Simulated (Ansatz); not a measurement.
Relaxed Li (bcc, W type):

```yaml
crystal:
  lattice:
    - [-3.43479, 3.43479, 3.43479]
    - [0.00000, 0.00000, 3.43479]
    - [0.00000, 3.43479, 0.00000]
  atoms:
    - { symbol: Li, position: [0.00000, 0.00000, 0.00000] }
    - { symbol: Li, position: [0.50000, 0.00000, 0.00000] }
```

The atoms are displaced by Q × the pattern below (from a DFPT mode at H = (0.5, 0.5, 0.5), largest move 1; Q in Å), at fixed cell. It is one choice among 3 degenerate patterns. (q is in reciprocal vectors of the primitive cell; the cell shown is doubled to hold the pattern.)

| atom | x | y | z |
|---|---|---|---|
| Li1 | 0.000 | 0.000 | -1.000 |
| Li2 | 0.000 | 0.000 | 1.000 |

These are PBE (plane waves to 420 eV, PAW, scalar-relativistic; Ansatz, a program for electronic structure) values and carry that method's errors. k mesh 19×19×19 (Γ-centred), Fermi-Dirac smearing 0.05 eV. E stands for the smeared free energy. With partly filled bands, energies and forces of such displacements shift with the k mesh and the smearing. Li was relaxed with its symmetry unable to fall. The PAW data are Ansatz's earlier set. ΔE is measured from the undisplaced structure.

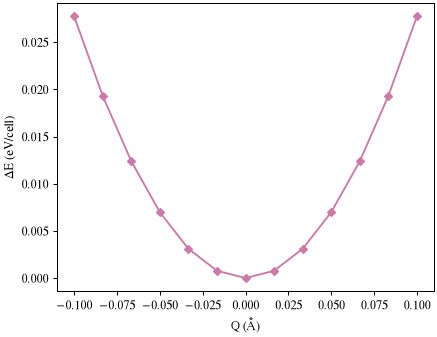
*ΔE (eV/cell) against Q (Å); one marker a computed point.*

The energy at Q = 0.100 Å comes out as 27.7 meV/cell. Space group of the distorted cell: P4/nmm (No. 129), lowered from Im-3m. Wavenumber by perturbation theory (DFPT, on another k mesh): 331 cm⁻¹. Symmetry of the curve: even: the same for both signs. Shape of the curve: a single well with its minimum at or next to zero displacement.

(A displaced cell: forces are minus the slopes of the energy, force constants its curvatures, and phonons follow from these.)
